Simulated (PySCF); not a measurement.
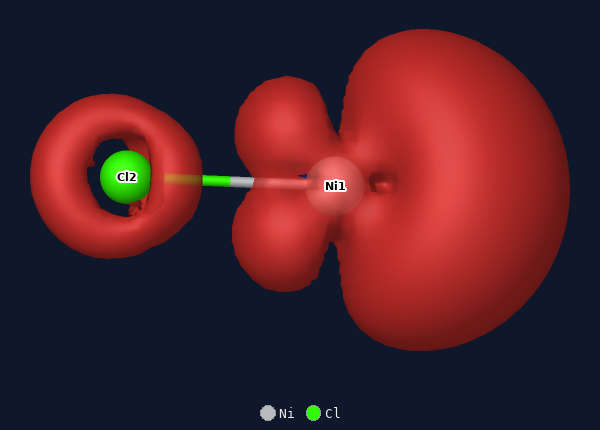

Figure 1: NiCl (charge −1, triplet). Isosurfaces of the spin density at +0.02 (red) and −0.02 e/Å³ (blue), seen from one side.

Theory: PBE0/def2-TZVPPD, non-relativistic Hamiltonian with scalar-relativistic core potentials where named, at a bond length of 2.048 Å in PySCF 2.14.0.

**Describe the spin distribution.**

The unpaired spin (2 electrons) lies mostly on Ni1 (about 1.9) and Cl2 (about 0.1), in electrons by Hirshfeld's partition.
